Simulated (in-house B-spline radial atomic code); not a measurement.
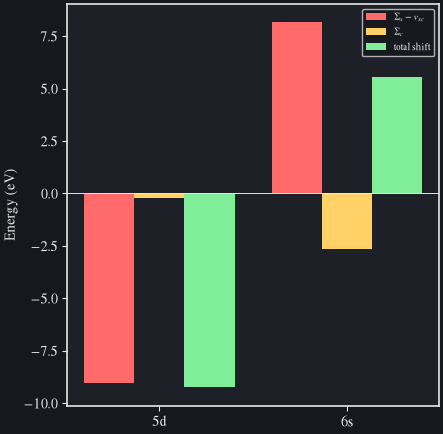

Parts of the G₀W₀ correction to each level for Bi⁵⁺ ([Xe] 4f¹⁴ 5d¹⁰). All-electron spherical atom, scalar X2C, PBEsol start, no spin-orbit coupling, Breit or QED terms; computed with a B-spline radial code. The quasi-particle equation is solved at full frequency; levels of low quasi-particle weight Z are left out.

Q: How does G₀W₀ correct the levels?

A: G₀W₀ moves the highest occupied level, 5d, from −80.58 to −89.83 eV (renormalisation factor Z = 0.95). The empty level 6s goes from −62.10 to −56.56 eV.

```json
{"Level": "5d", "Mean field (eV)": "−80.58", "Σx − vxc (eV)": "−9.03", "Σc (eV)": "−0.23", "Z": "0.95", "G₀W₀ (eV)": "−89.83"}
{"Level": "6s", "Mean field (eV)": "−62.10", "Σx − vxc (eV)": "8.17", "Σc (eV)": "−2.63", "Z": "0.97", "G₀W₀ (eV)": "−56.56"}
```

Limits of the model: relativistic terms absent here (spin-orbit coupling, Breit, QED) can be large for so heavy or highly charged an atom or ion.
